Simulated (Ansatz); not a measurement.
**Run report: C2H2AlCl2F, molecular dynamics (part 5 of 5)**

Continued. System: C2H2AlCl2F. Method: RKS PBE0/STO-3G (Ansatz 0.2.0). It belongs to a series of runs on one base structure; here: dynamics from the start.

Geometry of the input (Å):
```
F  1.1561  -1.3276  1.0539
C  0.2688  -0.5873  0.3163
Cl 2.3026  2.2314  0.6614
C  -0.8505  -1.1637  -0.1670
Al 0.6170  1.2523  -0.0271
Cl -0.7448  2.3430  -1.1392
H  -1.0897  -2.2179  0.0037
H  -1.5674  -0.5871  -0.7578
```

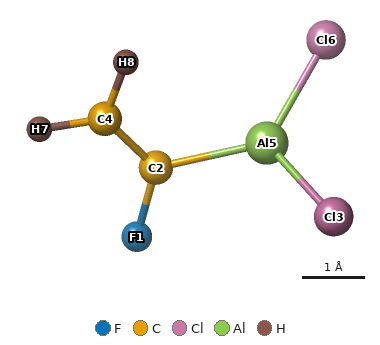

**Figure 1.** The geometry at step 168 of the log (ball-and-stick view, seen on its broad side; atoms are numbered from 1 in the order of the input).

## Trajectory as extended XYZ, continued
```
8
Properties=species:S:1:pos:R:3:forces:R:3 step=144 time_fs=144.0 energy=-36037.40388 temperature=529.8
F     1.1965   -1.6739    0.3166    0.8871  -0.6353  -0.0060
C     0.3424   -0.6444    0.3562   -2.2078   2.0550   0.4168
Cl    2.1163    2.3310    0.8539   -0.1145   0.0020   0.1464
C    -0.9021   -0.7629    0.8953   -0.1359  -0.9374   0.4057
Al    0.5591    1.2416    0.0256    0.6221  -0.3546  -1.0472
Cl   -0.5353    2.2872   -1.4365    0.1604  -0.4005   0.6332
H    -1.2954   -1.6733    1.3821    0.3217   0.0922  -0.3789
H    -1.6525    0.0409    0.9024    0.4669   0.1787  -0.1700
8
Properties=species:S:1:pos:R:3:forces:R:3 step=147 time_fs=147.0 energy=-36037.46538 temperature=608.3
F     1.2116   -1.6595    0.3097    0.0633   0.1734  -0.1539
C     0.3295   -0.6234    0.3507   -1.0262   0.3469   0.6266
Cl    2.1038    2.3208    0.8560   -0.2110  -0.0915   0.0773
C    -0.8944   -0.7531    0.9207   -0.6122  -0.1011   0.4031
Al    0.5502    1.2280    0.0078    0.9833   0.2138  -0.7489
Cl   -0.5237    2.2870   -1.4307   -0.0530  -0.2311   0.3347
H    -1.3142   -1.6618    1.3936    0.3804   0.2472  -0.3439
H    -1.5827    0.1227    0.9805    0.4754  -0.5576  -0.1950
8
Properties=species:S:1:pos:R:3:forces:R:3 step=149 time_fs=149.0 energy=-36037.46325 temperature=605.0
F     1.2220   -1.6498    0.3047   -0.6077   0.8154  -0.2317
C     0.3162   -0.6071    0.3494    0.0097  -0.9597   0.6828
Cl    2.0952    2.3138    0.8576   -0.2567  -0.1451   0.0341
C    -0.8916   -0.7474    0.9393    0.1099   0.4949  -0.1004
Al    0.5459    1.2193   -0.0055    1.2368   0.6363  -0.5517
Cl   -0.5160    2.2864   -1.4263   -0.2056  -0.0993   0.1137
H    -1.3087   -1.6426    1.3842   -0.0336  -0.4658   0.1410
H    -1.5133    0.1550    1.0234   -0.2527  -0.2767  -0.0879
8
Properties=species:S:1:pos:R:3:forces:R:3 step=151 time_fs=151.0 energy=-36037.40063 temperature=526.6
F     1.2313   -1.6384    0.2993   -1.1286   1.2373  -0.2841
C     0.3029   -0.5939    0.3503    0.9612  -1.8903   0.6265
Cl    2.0863    2.3067    0.8591   -0.2727  -0.1769   0.0033
C    -0.8884   -0.7402    0.9576    0.4745   0.2974  -0.2714
Al    0.5434    1.2114   -0.0195    1.4652   0.9518  -0.3466
Cl   -0.5086    2.2858   -1.4218   -0.3650   0.0474  -0.1204
H    -1.3037   -1.6397    1.3795   -0.1990  -0.6007   0.3343
H    -1.4536    0.1770    1.0631   -0.9355   0.1341   0.0583
8
Properties=species:S:1:pos:R:3:forces:R:3 step=153 time_fs=153.0 energy=-36037.36355 temperature=478.6
F     1.2383   -1.6245    0.2933   -1.3879   1.3198  -0.3036
C     0.2926   -0.5866    0.3532    1.6083  -2.1694   0.4764
Cl    2.0771    2.2994    0.8607   -0.2501  -0.1776  -0.0077
C    -0.8840   -0.7322    0.9752   -0.2095  -0.2457   0.1586
Al    0.5429    1.2049   -0.0341    1.6218   1.0473  -0.1179
Cl   -0.5015    2.2852   -1.4174   -0.5281   0.2056  -0.3606
H    -1.3052   -1.6574    1.3864    0.0842   0.1814   0.0918
H    -1.4279    0.2023    1.1047   -0.9387  -0.1614   0.0629
8
Properties=species:S:1:pos:R:3:forces:R:3 step=155 time_fs=155.0 energy=-36037.36169 temperature=476.7
F     1.2426   -1.6080    0.2867   -1.3553   1.0548  -0.2898
C     0.2874   -0.5861    0.3577    1.6499  -1.7780   0.3787
Cl    2.0676    2.2920    0.8623   -0.1854  -0.1446   0.0052
C    -0.8802   -0.7249    0.9933   -0.9165  -0.2854   0.5168
Al    0.5448    1.1998   -0.0488    1.6844   0.9056   0.1291
Cl   -0.4950    2.2849   -1.4134   -0.6875   0.3650  -0.5931
H    -1.3037   -1.6689    1.3971    0.2846   0.6666  -0.0428
H    -1.4369    0.2204    1.1482   -0.4743  -0.7840  -0.1041
8
Properties=species:S:1:pos:R:3:forces:R:3 step=157 time_fs=157.0 energy=-36037.40489 temperature=530.8
F     1.2441   -1.5894    0.2795   -1.0426   0.4865  -0.2502
C     0.2873   -0.5912    0.3634    0.9626  -0.8619   0.4436
Cl    2.0580    2.2843    0.8639   -0.0794  -0.0793   0.0430
C    -0.8792   -0.7185    1.0129   -0.6614  -0.0929   0.3096
Al    0.5491    1.1960   -0.0634    1.6595   0.5968   0.3625
Cl   -0.4893    2.2849   -1.4100   -0.8322   0.5112  -0.8005
H    -1.2922   -1.6573    1.4071    0.1333   0.2329   0.1638
H    -1.4645    0.2102    1.1877   -0.1398  -0.7933  -0.2719
8
Properties=species:S:1:pos:R:3:forces:R:3 step=159 time_fs=159.0 energy=-36037.42830 temperature=560.4
F     1.2435   -1.5698    0.2718   -0.5054  -0.2934  -0.1941
C     0.2902   -0.5991    0.3705   -0.1848   0.3603   0.5965
Cl    2.0482    2.2766    0.8655    0.0638   0.0139   0.1050
C    -0.8801   -0.7124    1.0335    0.3083  -0.3276  -0.2203
Al    0.5557    1.1931   -0.0774    1.5502   0.2203   0.5456
Cl   -0.4845    2.2855   -1.4076   -0.9481   0.6299  -0.9658
H    -1.2759   -1.6377    1.4236   -0.1066  -0.5457   0.4605
H    -1.4985    0.1716    1.2172   -0.1773  -0.0577  -0.3275
8
Properties=species:S:1:pos:R:3:forces:R:3 step=161 time_fs=161.0 energy=-36037.40811 temperature=535.7
F     1.2419   -1.5508    0.2637    0.1098  -1.0920  -0.1273
C     0.2925   -0.6058    0.3796   -1.2568   1.5558   0.6579
Cl    2.0385    2.2689    0.8673    0.2375   0.1279   0.1880
C    -0.8801   -0.7075    1.0534    0.7788  -1.2561  -0.3169
Al    0.5646    1.1905   -0.0907    1.3510  -0.1267   0.6502
Cl   -0.4807    2.2868   -1.4061   -1.0206   0.7077  -1.0750
H    -1.2627   -1.6368    1.4567    0.0217  -0.4924   0.3781
H    -1.5392    0.1305    1.2341   -0.2215   0.5757  -0.3550
8
Properties=species:S:1:pos:R:3:forces:R:3 step=164 time_fs=164.0 energy=-36037.38949 temperature=512.4
F     1.2402   -1.5268    0.2512    0.6122  -1.6886   0.0145
C     0.2881   -0.6058    0.3969   -1.7368   2.3659   0.3940
Cl    2.0246    2.2577    0.8703    0.5325   0.3155   0.3368
C    -0.8765   -0.7083    1.0820   -0.2667  -1.7555   0.3460
Al    0.5813    1.1861   -0.1088    0.8960  -0.4135   0.6217
Cl   -0.4770    2.2902   -1.4062   -1.0235   0.7251  -1.1161
H    -1.2366   -1.6598    1.5280    0.4056   0.4352  -0.1282
H    -1.6086    0.1039    1.2326    0.5808   0.0160  -0.4687
8
Properties=species:S:1:pos:R:3:forces:R:3 step=166 time_fs=166.0 energy=-36037.42372 temperature=555.9
F     1.2405   -1.5149    0.2428    0.4037  -1.4410   0.1723
C     0.2784   -0.5967    0.4102   -1.1875   1.9326   0.0594
Cl    2.0160    2.2506    0.8728    0.7332   0.4362   0.4406
C    -0.8744   -0.7157    1.1021   -0.6033  -1.1771   0.3485
Al    0.5942    1.1826   -0.1198    0.5235  -0.3921   0.4747
Cl   -0.4760    2.2934   -1.4077   -0.9512   0.6657  -1.0633
H    -1.2024   -1.6606    1.5727    0.2551   0.2781  -0.1021
H    -1.6331    0.0919    1.2102    0.8264  -0.3024  -0.3301
8
Properties=species:S:1:pos:R:3:forces:R:3 step=168 time_fs=168.0 energy=-36037.46956 temperature=613.1
F     1.2415   -1.5059    0.2348   -0.1143  -0.8277   0.3770
C     0.2649   -0.5815    0.4237   -0.2637   0.9145  -0.2848
Cl    2.0081    2.2440    0.8758    0.9220   0.5450   0.5391
C    -0.8741   -0.7269    1.1232   -0.0686  -0.5874  -0.1032
Al    0.6078    1.1784   -0.1301    0.1347  -0.2243   0.2475
Cl   -0.4760    2.2974   -1.4104   -0.8299   0.5593  -0.9604
H    -1.1589   -1.6521    1.6143   -0.0891  -0.3672   0.1957
H    -1.6278    0.0699    1.1757    0.3089  -0.0122  -0.0110
8
Properties=species:S:1:pos:R:3:forces:R:3 step=170 time_fs=170.0 energy=-36037.45289 temperature=592.6
F     1.2423   -1.4986    0.2275   -0.6562  -0.1449   0.5786
C     0.2506   -0.5634    0.4362    0.6796  -0.2987  -0.5683
Cl    2.0013    2.2379    0.8793    1.0867   0.6381   0.6251
C    -0.8740   -0.7401    1.1440    0.5062  -0.5661  -0.3335
Al    0.6216    1.1740   -0.1401   -0.2422   0.0231  -0.0159
Cl   -0.4769    2.3019   -1.4142   -0.6767   0.4241  -0.8269
H    -1.1183   -1.6563    1.6626   -0.2529  -0.4818   0.2307
H    -1.6115    0.0478    1.1406   -0.4444   0.4062   0.3104
8
Properties=species:S:1:pos:R:3:forces:R:3 step=172 time_fs=172.0 energy=-36037.40006 temperature=524.7
F     1.2418   -1.4915    0.2214   -1.0095   0.3706   0.7241
C     0.2384   -0.5463    0.4470    1.3331  -1.3441  -0.7247
Cl    1.9956    2.2326    0.8835    1.2156   0.7119   0.6905
C    -0.8725   -0.7551    1.1638    0.2290  -0.5179  -0.1358
Al    0.6351    1.1696   -0.1501   -0.5881   0.2733  -0.2612
Cl   -0.4786    2.3070   -1.4188   -0.5106   0.2790  -0.6826
H    -1.0868   -1.6769    1.7186   -0.1914   0.1310  -0.1796
H    -1.6101    0.0393    1.1173   -0.4782   0.0963   0.5692
8
Properties=species:S:1:pos:R:3:forces:R:3 step=174 time_fs=174.0 energy=-36037.33629 temperature=444.0
F     1.2393   -1.4838    0.2168   -1.1128   0.6131   0.7946
C     0.2304   -0.5334    0.4555    1.4527  -2.0177  -0.6728
Cl    1.9913    2.2280    0.8885    1.2975   0.7588   0.7269
C    -0.8703   -0.7716    1.1832   -0.2805   0.1249  -0.1246
Al    0.6477    1.1656   -0.1604   -0.8913   0.4776  -0.4434
Cl   -0.4808    2.3123   -1.4242   -0.3467   0.1383  -0.5429
H    -1.0626   -1.6932    1.7680   -0.1315   0.4819  -0.4855
H    -1.6257    0.0335    1.1157    0.0127  -0.5769   0.7477
8
Properties=species:S:1:pos:R:3:forces:R:3 step=176 time_fs=176.0 energy=-36037.32022 temperature=423.1
F     1.2345   -1.4748    0.2138   -0.9853   0.5632   0.7964
C     0.2269   -0.5268    0.4618    1.0258  -2.2354  -0.4271
Cl    1.9884    2.2243    0.8942    1.3238   0.7708   0.7264
C    -0.8688   -0.7877    1.2021   -0.0751   0.8225  -0.5239
Al    0.6591    1.1622   -0.1714   -1.1437   0.6107  -0.5323
Cl   -0.4834    2.3178   -1.4302   -0.1963   0.0120  -0.4186
H    -1.0437   -1.6930    1.8000   -0.1349   0.1105  -0.3546
H    -1.6418    0.0072    1.1421    0.1857  -0.6542   0.7337
8
Properties=species:S:1:pos:R:3:forces:R:3 step=178 time_fs=178.0 energy=-36037.34392 temperature=452.5
F     1.2278   -1.4648    0.2123   -0.6526   0.2281   0.7358
C     0.2267   -0.5274    0.4668    0.2880  -1.9326  -0.1388
Cl    1.9869    2.2214    0.9008    1.2910   0.7437   0.6838
C    -0.8675   -0.8013    1.2192    0.7289   0.9129  -0.9263
Al    0.6688    1.1597   -0.1831   -1.3394   0.6542  -0.5081
Cl   -0.4862    2.3233   -1.4367   -0.0674  -0.0924  -0.3167
H    -1.0299   -1.6892    1.8189   -0.0948  -0.5059  -0.0611
H    -1.6520   -0.0422    1.1962   -0.1537  -0.0080   0.5314
8
Properties=species:S:1:pos:R:3:forces:R:3 step=181 time_fs=181.0 energy=-36037.37025 temperature=485.8
F     1.2155   -1.4492    0.2129    0.1536  -0.6981   0.5264
C     0.2273   -0.5389    0.4736   -0.7697  -0.5659   0.0406
Cl    1.9873    2.2185    0.9119    1.1383   0.6326   0.5378
C    -0.8608   -0.8170    1.2398    0.7801   0.0628  -0.4096
Al    0.6798    1.1577   -0.2020   -1.5113   0.5594  -0.2551
Cl   -0.4905    2.3313   -1.4469    0.0760  -0.1984  -0.2131
H    -1.0131   -1.7181    1.8403    0.2081  -0.2938  -0.3443
H    -1.6804   -0.1103    1.3122   -0.0752   0.5015   0.1174
8
Properties=species:S:1:pos:R:3:forces:R:3 step=183 time_fs=183.0 energy=-36037.35119 temperature=462.0
F     1.2075   -1.4403    0.2147    0.7228  -1.3709   0.3366
C     0.2251   -0.5495    0.4782   -1.1654   0.5787  -0.0419
Cl    1.9891    2.2175    0.9201    0.9789   0.5164   0.3896
C    -0.8532   -0.8268    1.2515   -0.2190  -0.1620   0.3230
Al    0.6844    1.1574   -0.2151   -1.5341   0.4547   0.0218
Cl   -0.4933    2.3364   -1.4541    0.1396  -0.2374  -0.1752
H    -0.9941   -1.7540    1.8407    0.3471   0.1433  -0.6224
H    -1.7038   -0.1341    1.3972    0.7301   0.0771  -0.2313
8
Properties=species:S:1:pos:R:3:forces:R:3 step=185 time_fs=185.0 energy=-36037.33154 temperature=437.6
F     1.2010   -1.4342    0.2172    1.0676  -1.8164   0.1710
C     0.2193   -0.5583    0.4827   -1.2213   1.4724  -0.2012
Cl    1.9920    2.2170    0.9288    0.7863   0.3735   0.2087
C    -0.8461   -0.8370    1.2641   -0.5755  -0.1983   0.5747
Al    0.6869    1.1578   -0.2282   -1.4812   0.3821   0.3405
Cl   -0.4959    2.3412   -1.4615    0.1830  -0.2577  -0.1572
H    -0.9623   -1.7857    1.8184    0.2785   0.1027  -0.4803
H    -1.7007   -0.1540    1.4736    0.9626  -0.0582  -0.4562
8
Properties=species:S:1:pos:R:3:forces:R:3 step=187 time_fs=187.0 energy=-36037.34508 temperature=453.7
F     1.1965   -1.4318    0.2201    1.0296  -1.8734   0.0729
C     0.2096   -0.5625    0.4865   -0.8897   1.8675  -0.3896
Cl    1.9957    2.2170    0.9376    0.5742   0.2142   0.0060
C    -0.8406   -0.8479    1.2785    0.0978  -0.3748   0.2001
Al    0.6872    1.1587   -0.2407   -1.3606   0.3663   0.6689
Cl   -0.4984    2.3458   -1.4690    0.2111  -0.2655  -0.1534
H    -0.9201   -1.8144    1.7785    0.0684  -0.2736  -0.0668
H    -1.6632   -0.1748    1.5335    0.2691   0.3393  -0.3380
8
Properties=species:S:1:pos:R:3:forces:R:3 step=189 time_fs=189.0 energy=-36037.34384 temperature=452.8
F     1.1941   -1.4330    0.2230    0.6469  -1.5536   0.0312
C     0.1971   -0.5607    0.4891   -0.1912   1.7344  -0.6010
Cl    2.0001    2.2171    0.9465    0.3566   0.0511  -0.2053
C    -0.8348   -0.8600    1.2935    0.8220  -0.7504  -0.2035
Al    0.6856    1.1601   -0.2523   -1.1893   0.4039   0.9835
Cl   -0.5006    2.3500   -1.4767    0.2274  -0.2647  -0.1588
H    -0.8754   -1.8525    1.7355   -0.1553  -0.2847   0.1963
H    -1.6158   -0.1827    1.5809   -0.5172   0.6640  -0.0424
```
